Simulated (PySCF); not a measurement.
SMILES Oc1ccc(S)cc1 (C₆H₆OS) at its GFN2-xTB optimised geometry (Å):

```
14

O     -1.4279    -2.5547    -0.0006
C     -0.7015    -1.4048     0.0000
C     -1.3859    -0.1931     0.0006
C     -0.6909     0.9989     0.0005
C      0.6977     0.9943    -0.0001
S      1.6351     2.4966    -0.0014
C      1.3848    -0.2119     0.0000
C      0.6889    -1.4048     0.0000
H     -0.8362    -3.3166    -0.0015
H     -2.4639    -0.2045     0.0009
H     -1.2332     1.9333     0.0009
H      0.5862     3.3166    -0.0049
H      2.4639    -0.2117    -0.0001
H      1.2291    -2.3422    -0.0002
```

Level of theory: PBE0/def2-TZVP run with PySCF. Cells within 0.4 Å of a nucleus heavier than hydrogen are left out (blank, or x).

Map of the electrostatic potential (hartree/e), clipped to [-0.08, 0.12] on the plane z = 0.0 Å:

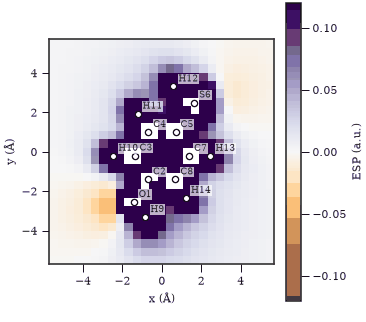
Figure. Electrostatic potential (hartree/e), clipped to [-0.08, 0.12] on the plane z = 0.0 Å.
